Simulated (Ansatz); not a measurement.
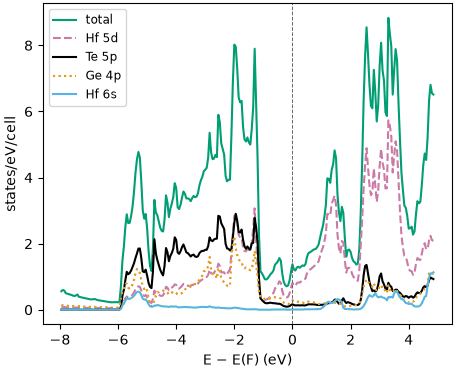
Total and projected density of states of HfGeTe in space group P4/nmm (No. 129; Hf on 2c, Ge on 2a, Te on 2c), plane-wave PAW r²SCAN (Ansatz code)

**Question.** Which orbitals carry the states next to the Fermi level?

**Answer.** Within 0.5 eV of the Fermi level: Hf 5d 60 %, Ge 4p 20 %, Te 5p 11 %. Projections are on Löwdin-orthogonalised atomic valence shells; empty p or d shells of many metals are not among them.

**Question.** Where is the tallest occupied peak in this window, and what makes it?

**Answer.** Near -2.0 eV, about 8.0 states/eV per cell; the largest projected share is Hf 5d.

The workflow started from a Materials Project entry (that database holds measured and hypothetical structures alike); the Crystallography Open Database files this formula in space group No. 129, but the cells were not matched. Its standing as an ambient phase is unchecked. The cell was relaxed with r²SCAN under the symmetry of its start; its stability against distortions is not shown here. The run is not spin-polarised. A crystal of weakly bound layers computed without a dispersion correction: the cell and the soft elastic constants depend strongly on that. Spin–orbit coupling is left out wherever it is not named.

Potentials: the earlier of the program's two PAW sets.
